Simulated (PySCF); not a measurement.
**Ru: excitation energy in def2-QZVPPD with ECP28**

Aim: the excitation energy of ruthenium from differences of total energies, at each level of theory, and how far each lands from the tabulated value where there is one.

The numbers are computed with PySCF 2.14.0 (unrestricted determinants in a Gaussian basis, no spin-orbit coupling in the energies), except any that are marked as measured or tabulated.

## 1. Starting point

```
Element                                   : ruthenium (Z = 44)
Basis                                     : def2-QZVPPD with the def2 core potential (28 electrons)
Hamiltonian                               : a scalar-relativistic core potential
State 1                                   : Ru: [Kr] 4d6 5s1 6s1, high-spin 7D determinant (an excited configuration)
Needed too, but not shown                 : Ru [Kr] 4d7 5s1 (5F)
Methods                                   : UHF, LDA, PBE, PBE0, r2SCAN, B3LYP, TPSS, BLYP, M06-2X, MP2
Core shells frozen in the correlated runs : valence: 4s2 4p6; valence and next inner shell: nothing (for Ru)
```

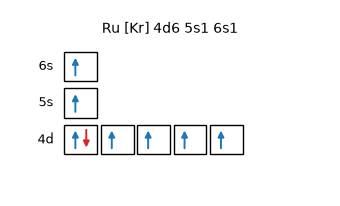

The shells outside the core, filled by Hund's rule for the drawing.

One driver process ran all states and methods and kept the integrals in memory. Each run is shown as a PySCF script that sums up its settings (the driver passes frozen orbitals as a list and adds second-order terms of double hybrids); the logs are those of the runs themselves. The driver starts from symmetry-adapted Hartree-Fock orbitals, holds the occupation by maximum overlap and uses a logarithmic radial grid for functionals, so a plain start would take other cycles.

The integrals over 88 functions and the set-up took 0.67 s of CPU time.

## 2. Ru [Kr] 4d6 5s1 6s1, method by method

UHF:

The input, input.py:

```python
from pyscf import gto, scf, dft, mp, cc
import basis_set_exchange as bse
txt = bse.get_basis("def2-QZVPPD", elements=["Ru"], fmt="nwchem", header=False)
cut = txt.index("\nECP")
mol = gto.M(atom="Ru 0 0 0", charge=0, spin=6, symmetry="D2h",
            basis=gto.basis.parse(txt[:cut]),
            ecp={"Ru": gto.basis.parse_ecp(txt[cut:])})
mf = scf.UHF(mol)
mf.irrep_nelec = {'Ag': (5, 1), 'B1g': (1, 1), 'B2g': (1, 0), 'B3g': (1, 0), 'B1u': (1, 1), 'B2u': (1, 1), 'B3u': (1, 1)}
mf.kernel()
```

Output:

```text
damping factor = 0
level_shift factor = 0
DIIS = <class 'pyscf.scf.diis.CDIIS'>
diis_start_cycle = 1
diis_space = 10
diis_damp = 0
SCF conv_tol = 1e-09
SCF conv_tol_grad = None
number electrons alpha = 11  beta = 5
cycle= 1 E= -93.9429800369713  delta_E= -0.0058  |g|= 0.0285  |ddm|= 0.08
cycle= 2 E= -93.9432223319653  delta_E= -0.000242  |g|= 0.00734  |ddm|= 0.0132
cycle= 3 E= -93.9432440927812  delta_E= -2.18e-05  |g|= 0.000998  |ddm|= 0.00925
cycle= 4 E= -93.9432449838835  delta_E= -8.91e-07  |g|= 0.000374  |ddm|= 0.00215
cycle= 5 E= -93.9432451131927  delta_E= -1.29e-07  |g|= 6.21e-05  |ddm|= 0.00177
cycle= 6 E= -93.9432451183871  delta_E= -5.19e-09  |g|= 1.08e-05  |ddm|= 0.000568
cycle= 7 E= -93.943245118833  delta_E= -4.46e-10  |g|= 3.5e-06  |ddm|= 0.000262
converged SCF energy = -93.943245118833  <S^2> = 12.002939  2S+1 = 7.0008396
```

It used 1.1 s of CPU time after the integrals (shared host).

Orbital energies by shell (radii are means over both spins):

```csv
shell,electrons,mean orbital energy (eV),spread (eV),rms radius (bohr)
4s α,1,-105.54,0,1.09
4s β,1,-98.346,0,1.09
4p α,3,-70.524,1.587,1.21
4p β,3,-61.621,1.302,1.21
4d α,5,-18.613,1.842,1.70
4d β,1,-14.414,0,1.70
5s α,1,-10.706,0,3.17
6s α,1,-1.723,0,6.98
```

⟨S²⟩ = 12.003, ⟨L²⟩ = 6.03.

Energies and moments cover only the electrons outside the core potential.

LDA:

Changes to input.py:

```diff
@@ -7,3 +7,3 @@
             ecp={"Ru": gto.basis.parse_ecp(txt[cut:])})
-mf = scf.UHF(mol)
+mf = dft.UKS(mol, xc="LDA,VWN")
 mf.irrep_nelec = {'Ag': (5, 1), 'B1g': (1, 1), 'B2g': (1, 0), 'B3g': (1, 0), 'B1u': (1, 1), 'B2u': (1, 1), 'B3u': (1, 1)}
```

Output:

```text
damping factor = 0
level_shift factor = 0
DIIS = <class 'pyscf.scf.diis.CDIIS'>
diis_start_cycle = 1
diis_space = 10
diis_damp = 0
SCF conv_tol = 1e-09
SCF conv_tol_grad = None
number electrons alpha = 11  beta = 5
XC functionals = LDA,VWN
    P. A. M. Dirac.,  Math. Proc. Cambridge Philos. Soc. 26, 376 (1930)
    F. Bloch.,  Z. Phys. 57, 545 (1929)
    S. H. Vosko, L. Wilk, and M. Nusair.,  Can. J. Phys. 58, 1200 (1980)
cycle= 1 E= -94.356498512336  delta_E= -0.00845  |g|= 0.0881  |ddm|=  2.7
cycle= 2 E= -94.3564511481803  delta_E= 4.74e-05  |g|= 0.0901  |ddm|= 0.796
cycle= 3 E= -94.3590653349412  delta_E= -0.00261  |g|= 0.00268  |ddm|= 0.379
cycle= 4 E= -94.3590669257813  delta_E= -1.59e-06  |g|= 0.000146  |ddm|= 0.00291
cycle= 5 E= -94.3590669349111  delta_E= -9.13e-09  |g|= 2.37e-05  |ddm|= 0.00139
cycle= 6 E= -94.3590669351449  delta_E= -2.34e-10  |g|= 1.55e-06  |ddm|= 0.000238
converged SCF energy = -94.3590669351449  <S^2> = 12.000536  2S+1 = 7.000153
```

CPU time 0.62 s on a shared host, the integrals not counted.

PBE:

Changes to input.py:

```diff
@@ -7,3 +7,3 @@
             ecp={"Ru": gto.basis.parse_ecp(txt[cut:])})
-mf = dft.UKS(mol, xc="LDA,VWN")
+mf = dft.UKS(mol, xc="PBE")
 mf.irrep_nelec = {'Ag': (5, 1), 'B1g': (1, 1), 'B2g': (1, 0), 'B3g': (1, 0), 'B1u': (1, 1), 'B2u': (1, 1), 'B3u': (1, 1)}
```

Output:

```text
damping factor = 0
level_shift factor = 0
DIIS = <class 'pyscf.scf.diis.CDIIS'>
diis_start_cycle = 1
diis_space = 10
diis_damp = 0
SCF conv_tol = 1e-09
SCF conv_tol_grad = None
number electrons alpha = 11  beta = 5
XC functionals = PBE
    J. P. Perdew, K. Burke, and M. Ernzerhof.,  Phys. Rev. Lett. 77, 3865 (1996)
    J. P. Perdew, K. Burke, and M. Ernzerhof.,  Phys. Rev. Lett. 78, 1396 (1997)
    J. P. Perdew, K. Burke, and M. Ernzerhof.,  Phys. Rev. Lett. 77, 3865 (1996)
    J. P. Perdew, K. Burke, and M. Ernzerhof.,  Phys. Rev. Lett. 78, 1396 (1997)
cycle= 1 E= -94.5855289926029  delta_E= -0.00887  |g|= 0.0403  |ddm|= 1.68
cycle= 2 E= -94.585659469082  delta_E= -0.00013  |g|= 0.0355  |ddm|= 0.429
cycle= 3 E= -94.5860626321776  delta_E= -0.000403  |g|= 0.00351  |ddm|= 0.136
cycle= 4 E= -94.586065832616  delta_E= -3.2e-06  |g|= 0.000192  |ddm|= 0.0107
cycle= 5 E= -94.5860658491147  delta_E= -1.65e-08  |g|= 3.73e-05  |ddm|= 0.000906
cycle= 6 E= -94.5860658497954  delta_E= -6.81e-10  |g|= 2.64e-06  |ddm|= 0.000323
converged SCF energy = -94.5860658497954  <S^2> = 12.000728  2S+1 = 7.000208
```

CPU time 1 s on a shared host, the integrals not counted.

PBE0:

Changes to input.py:

```diff
@@ -7,3 +7,3 @@
             ecp={"Ru": gto.basis.parse_ecp(txt[cut:])})
-mf = dft.UKS(mol, xc="PBE")
+mf = dft.UKS(mol, xc="PBE0")
 mf.irrep_nelec = {'Ag': (5, 1), 'B1g': (1, 1), 'B2g': (1, 0), 'B3g': (1, 0), 'B1u': (1, 1), 'B2u': (1, 1), 'B3u': (1, 1)}
```

Output:

```text
damping factor = 0
level_shift factor = 0
DIIS = <class 'pyscf.scf.diis.CDIIS'>
diis_start_cycle = 1
diis_space = 10
diis_damp = 0
SCF conv_tol = 1e-09
SCF conv_tol_grad = None
number electrons alpha = 11  beta = 5
XC functionals = PBE0
    C. Adamo and V. Barone.,  J. Chem. Phys. 110, 6158 (1999)
    M. Ernzerhof and G. E. Scuseria.,  J. Chem. Phys. 110, 5029 (1999)
cycle= 1 E= -94.5682308339694  delta_E= -0.00628  |g|= 0.0233  |ddm|= 1.27
cycle= 2 E= -94.5683677133666  delta_E= -0.000137  |g|= 0.00999  |ddm|= 0.335
cycle= 3 E= -94.5683952139042  delta_E= -2.75e-05  |g|= 0.00291  |ddm|= 0.0136
cycle= 4 E= -94.5683977523764  delta_E= -2.54e-06  |g|= 0.000267  |ddm|= 0.0225
cycle= 5 E= -94.5683977928448  delta_E= -4.05e-08  |g|= 1.91e-05  |ddm|= 0.00498
cycle= 6 E= -94.568397793399  delta_E= -5.54e-10  |g|= 2.18e-06  |ddm|= 0.000254
converged SCF energy = -94.568397793399  <S^2> = 12.001078  2S+1 = 7.000308
```

It used 1.3 s of CPU time after the integrals (shared host).

r2SCAN:

Changes to input.py:

```diff
@@ -7,3 +7,3 @@
             ecp={"Ru": gto.basis.parse_ecp(txt[cut:])})
-mf = dft.UKS(mol, xc="PBE0")
+mf = dft.UKS(mol, xc="R2SCAN")
 mf.irrep_nelec = {'Ag': (5, 1), 'B1g': (1, 1), 'B2g': (1, 0), 'B3g': (1, 0), 'B1u': (1, 1), 'B2u': (1, 1), 'B3u': (1, 1)}
```

Output:

```text
damping factor = 0
level_shift factor = 0
DIIS = <class 'pyscf.scf.diis.CDIIS'>
diis_start_cycle = 1
diis_space = 10
diis_damp = 0
SCF conv_tol = 1e-09
SCF conv_tol_grad = None
number electrons alpha = 11  beta = 5
XC functionals = R2SCAN
    J. W. Furness, A. D. Kaplan, J. Ning, J. P. Perdew, and J. Sun.,  J. Phys. Chem. Lett. 11, 8208-8215 (2020)
    J. W. Furness, A. D. Kaplan, J. Ning, J. P. Perdew, and J. Sun.,  J. Phys. Chem. Lett. 11, 9248-9248 (2020)
    J. W. Furness, A. D. Kaplan, J. Ning, J. P. Perdew, and J. Sun.,  J. Phys. Chem. Lett. 11, 8208-8215 (2020)
    J. W. Furness, A. D. Kaplan, J. Ning, J. P. Perdew, and J. Sun.,  J. Phys. Chem. Lett. 11, 9248-9248 (2020)
cycle= 1 E= -94.615126957606  delta_E= -0.00902  |g|= 0.0249  |ddm|= 1.62
cycle= 2 E= -94.615250423648  delta_E= -0.000123  |g|= 0.0134  |ddm|= 0.236
cycle= 3 E= -94.6153028125289  delta_E= -5.24e-05  |g|= 0.00377  |ddm|= 0.0551
cycle= 4 E= -94.615307210419  delta_E= -4.4e-06  |g|= 0.000242  |ddm|= 0.0164
cycle= 5 E= -94.6153072547732  delta_E= -4.44e-08  |g|= 2.61e-05  |ddm|= 0.00127
cycle= 6 E= -94.6153072556558  delta_E= -8.83e-10  |g|= 3.89e-06  |ddm|= 0.000218
converged SCF energy = -94.6153072556558  <S^2> = 12.001493  2S+1 = 7.0004266
```

CPU time 2.4 s on a shared host, the integrals not counted.

B3LYP:

Changes to input.py:

```diff
@@ -7,3 +7,3 @@
             ecp={"Ru": gto.basis.parse_ecp(txt[cut:])})
-mf = dft.UKS(mol, xc="R2SCAN")
+mf = dft.UKS(mol, xc="B3LYP")
 mf.irrep_nelec = {'Ag': (5, 1), 'B1g': (1, 1), 'B2g': (1, 0), 'B3g': (1, 0), 'B1u': (1, 1), 'B2u': (1, 1), 'B3u': (1, 1)}
```

Output:

```text
damping factor = 0
level_shift factor = 0
DIIS = <class 'pyscf.scf.diis.CDIIS'>
diis_start_cycle = 1
diis_space = 10
diis_damp = 0
SCF conv_tol = 1e-09
SCF conv_tol_grad = None
number electrons alpha = 11  beta = 5
XC functionals = B3LYP
    P. J. Stephens, F. J. Devlin, C. F. Chabalowski, and M. J. Frisch.,  J. Phys. Chem. 98, 11623 (1994)
cycle= 1 E= -94.6005064449662  delta_E= -0.00738  |g|= 0.0254  |ddm|= 1.19
cycle= 2 E= -94.600639184457  delta_E= -0.000133  |g|= 0.0143  |ddm|= 0.391
cycle= 3 E= -94.6006991376772  delta_E= -6e-05  |g|= 0.00311  |ddm|= 0.0386
cycle= 4 E= -94.600701959546  delta_E= -2.82e-06  |g|= 0.000151  |ddm|= 0.0236
cycle= 5 E= -94.6007019792672  delta_E= -1.97e-08  |g|= 1.8e-05  |ddm|= 0.00608
cycle= 6 E= -94.6007019804252  delta_E= -1.16e-09  |g|= 4.81e-06  |ddm|= 0.000781
cycle= 7 E= -94.6007019805525  delta_E= -1.27e-10  |g|= 1.18e-06  |ddm|= 0.000189
converged SCF energy = -94.6007019805525  <S^2> = 12.00126  2S+1 = 7.00036
```

CPU time 1.7 s on a shared host, the integrals not counted.

TPSS:

Changes to input.py:

```diff
@@ -7,3 +7,3 @@
             ecp={"Ru": gto.basis.parse_ecp(txt[cut:])})
-mf = dft.UKS(mol, xc="B3LYP")
+mf = dft.UKS(mol, xc="TPSS")
 mf.irrep_nelec = {'Ag': (5, 1), 'B1g': (1, 1), 'B2g': (1, 0), 'B3g': (1, 0), 'B1u': (1, 1), 'B2u': (1, 1), 'B3u': (1, 1)}
```

Output:

```text
damping factor = 0
level_shift factor = 0
DIIS = <class 'pyscf.scf.diis.CDIIS'>
diis_start_cycle = 1
diis_space = 10
diis_damp = 0
SCF conv_tol = 1e-09
SCF conv_tol_grad = None
number electrons alpha = 11  beta = 5
XC functionals = TPSS
    J. Tao, J. P. Perdew, V. N. Staroverov, and G. E. Scuseria.,  Phys. Rev. Lett. 91, 146401 (2003)
    J. P. Perdew, J. Tao, V. N. Staroverov, and G. E. Scuseria.,  J. Chem. Phys. 120, 6898 (2004)
    J. Tao, J. P. Perdew, V. N. Staroverov, and G. E. Scuseria.,  Phys. Rev. Lett. 91, 146401 (2003)
    J. P. Perdew, J. Tao, V. N. Staroverov, and G. E. Scuseria.,  J. Chem. Phys. 120, 6898 (2004)
cycle= 1 E= -94.5471068228578  delta_E= -0.00896  |g|= 0.0381  |ddm|= 1.34
cycle= 2 E= -94.5472572371388  delta_E= -0.00015  |g|= 0.0321  |ddm|= 0.356
cycle= 3 E= -94.5475806965608  delta_E= -0.000323  |g|= 0.00335  |ddm|= 0.0908
cycle= 4 E= -94.5475837083031  delta_E= -3.01e-06  |g|= 0.000288  |ddm|= 0.0128
cycle= 5 E= -94.5475837406609  delta_E= -3.24e-08  |g|= 3.67e-05  |ddm|= 0.00148
cycle= 6 E= -94.5475837415  delta_E= -8.39e-10  |g|= 5.2e-06  |ddm|= 0.000291
converged SCF energy = -94.5475837415  <S^2> = 12.001013  2S+1 = 7.0002895
```

It used 2.3 s of CPU time after the integrals (shared host).

BLYP:

Changes to input.py:

```diff
@@ -7,3 +7,3 @@
             ecp={"Ru": gto.basis.parse_ecp(txt[cut:])})
-mf = dft.UKS(mol, xc="TPSS")
+mf = dft.UKS(mol, xc="BLYP")
 mf.irrep_nelec = {'Ag': (5, 1), 'B1g': (1, 1), 'B2g': (1, 0), 'B3g': (1, 0), 'B1u': (1, 1), 'B2u': (1, 1), 'B3u': (1, 1)}
```

Output:

```text
damping factor = 0
level_shift factor = 0
DIIS = <class 'pyscf.scf.diis.CDIIS'>
diis_start_cycle = 1
diis_space = 10
diis_damp = 0
SCF conv_tol = 1e-09
SCF conv_tol_grad = None
number electrons alpha = 11  beta = 5
XC functionals = BLYP
    A. D. Becke.,  Phys. Rev. A 38, 3098 (1988)
    C. Lee, W. Yang, and R. G. Parr.,  Phys. Rev. B 37, 785 (1988)
    B. Miehlich, A. Savin, H. Stoll, and H. Preuss.,  Chem. Phys. Lett. 157, 200 (1989)
cycle= 1 E= -94.5342328809839  delta_E= -0.00997  |g|= 0.0397  |ddm|=  1.3
cycle= 2 E= -94.5343467140518  delta_E= -0.000114  |g|= 0.037  |ddm|= 0.504
cycle= 3 E= -94.5347937672561  delta_E= -0.000447  |g|= 0.00337  |ddm|= 0.154
cycle= 4 E= -94.5347965439884  delta_E= -2.78e-06  |g|= 0.00025  |ddm|= 0.00978
cycle= 5 E= -94.5347965760593  delta_E= -3.21e-08  |g|= 4.24e-05  |ddm|= 0.00165
cycle= 6 E= -94.5347965778697  delta_E= -1.81e-09  |g|= 5.38e-06  |ddm|= 0.000935
cycle= 7 E= -94.5347965780483  delta_E= -1.79e-10  |g|= 7.08e-07  |ddm|= 0.000279
converged SCF energy = -94.5347965780483  <S^2> = 12.001088  2S+1 = 7.0003109
```

It used 1.1 s of CPU time after the integrals (shared host).

M06-2X:

Changes to input.py:

```diff
@@ -7,3 +7,3 @@
             ecp={"Ru": gto.basis.parse_ecp(txt[cut:])})
-mf = dft.UKS(mol, xc="BLYP")
+mf = dft.UKS(mol, xc="M062X")
 mf.irrep_nelec = {'Ag': (5, 1), 'B1g': (1, 1), 'B2g': (1, 0), 'B3g': (1, 0), 'B1u': (1, 1), 'B2u': (1, 1), 'B3u': (1, 1)}
```

Output:

```text
damping factor = 0
level_shift factor = 0
DIIS = <class 'pyscf.scf.diis.CDIIS'>
diis_start_cycle = 1
diis_space = 10
diis_damp = 0
SCF conv_tol = 1e-09
SCF conv_tol_grad = None
number electrons alpha = 11  beta = 5
XC functionals = M062X
    Y. Zhao and D. G. Truhlar.,  Theor. Chem. Acc. 120, 215 (2008)
    Y. Zhao and D. G. Truhlar.,  Theor. Chem. Acc. 120, 215 (2008)
cycle= 1 E= -94.4624014576191  delta_E= -0.00522  |g|= 0.0362  |ddm|= 0.904
cycle= 2 E= -94.4627364397281  delta_E= -0.000335  |g|= 0.0245  |ddm|= 1.15
cycle= 3 E= -94.463027975834  delta_E= -0.000292  |g|= 0.00259  |ddm|= 0.645
cycle= 4 E= -94.4630332266653  delta_E= -5.25e-06  |g|= 0.000786  |ddm|= 0.181
cycle= 5 E= -94.4630337262297  delta_E= -5e-07  |g|= 0.000196  |ddm|= 0.0381
cycle= 6 E= -94.4630337687422  delta_E= -4.25e-08  |g|= 4.23e-05  |ddm|= 0.0107
cycle= 7 E= -94.4630337705027  delta_E= -1.76e-09  |g|= 2.6e-05  |ddm|= 0.000823
cycle= 8 E= -94.463033771588  delta_E= -1.09e-09  |g|= 3e-06  |ddm|= 0.000706
cycle= 9 E= -94.4630337715991  delta_E= -1.11e-11  |g|= 5.48e-07  |ddm|= 0.000178
converged SCF energy = -94.4630337715991  <S^2> = 12.001826  2S+1 = 7.0005217
```

CPU time 3.3 s on a shared host, the integrals not counted.

## 3. Ru [Kr] 4d6 5s1 6s1, continued

MP2 (valence):

input.py: that of step 2 with these lines changed.

```diff
@@ -7,4 +7,5 @@
             ecp={"Ru": gto.basis.parse_ecp(txt[cut:])})
-mf = dft.UKS(mol, xc="M062X")
+mf = scf.UHF(mol)
 mf.irrep_nelec = {'Ag': (5, 1), 'B1g': (1, 1), 'B2g': (1, 0), 'B3g': (1, 0), 'B1u': (1, 1), 'B2u': (1, 1), 'B3u': (1, 1)}
 mf.kernel()
+mp.UMP2(mf, frozen=4).kernel()
```

The driver printed no log here.

It used 0.38 s of CPU time after the integrals (shared host).

With 8 electrons correlated, the MP2 correlation energy is -0.14595 hartree (-0.09013 same spin, -0.05582 opposite spin); the SCS form gives -0.09703. Largest pairs of shells: 4d-4d -0.1108, 4d-5s -0.0277, 4d-6s -0.0048, 5s-6s -0.0026, 6s-6s 0.0000.

MP2 (valence and next inner shell):

Changes to input.py:

```diff
@@ -10,2 +10,2 @@
 mf.kernel()
-mp.UMP2(mf, frozen=4).kernel()
+mp.UMP2(mf, frozen=0).kernel()
```

This step left no log, only its results.

CPU time 0.53 s on a shared host, the integrals not counted.

With 16 electrons correlated, the MP2 correlation energy is -0.48059 hartree (-0.16702 same spin, -0.31357 opposite spin); the SCS form gives -0.43195. Largest pairs of shells: 4p-4d -0.1769, 4d-4d -0.1108, 4p-4p -0.0774, 4s-4p -0.0342, 4d-5s -0.0277.

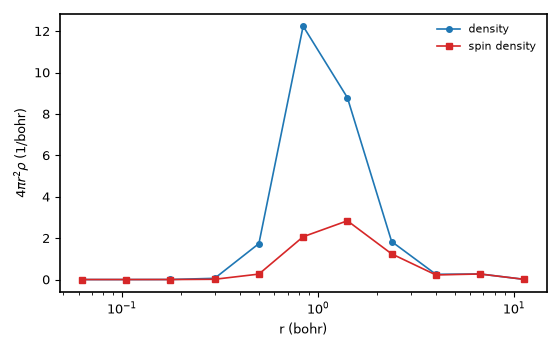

Radial density 4πr²ρ of Ru at UHF, the electrons outside the core potential, at 11 stored radii joined by straight lines.

## 4. Differences of total energies

Excitation energy: Ru [Kr] 4d7 5s1 (5F) → Ru [Kr] 4d6 5s1 6s1 (7D).

```csv
method,value (eV)
UHF,4.977
LDA,6.625
PBE,6.430
PBE0,6.267
r2SCAN,6.203
B3LYP,6.607
TPSS,6.451
BLYP,6.698
M06-2X,6.524
MP2 (valence),6.341
SCS-MP2 (valence),6.688
MP2 (valence and next inner shell),6.186
SCS-MP2 (valence and next inner shell),6.336
```

The differences also use runs on Ru [Kr] 4d7 5s1 (5F), which are not shown here.

## 5. What came out

```
                                quantity                                                   value
excitation energy, Ru → [Kr] 4d6 5s1 6s1  UHF 4.977, MP2 (valence and next inner shell) 6.186 eV
```

**Reading.** The methods span 1.721 eV, from UHF (4.977) to BLYP (6.698). No reference value is at hand in this session. The basis is finite, and no extrapolation was made.
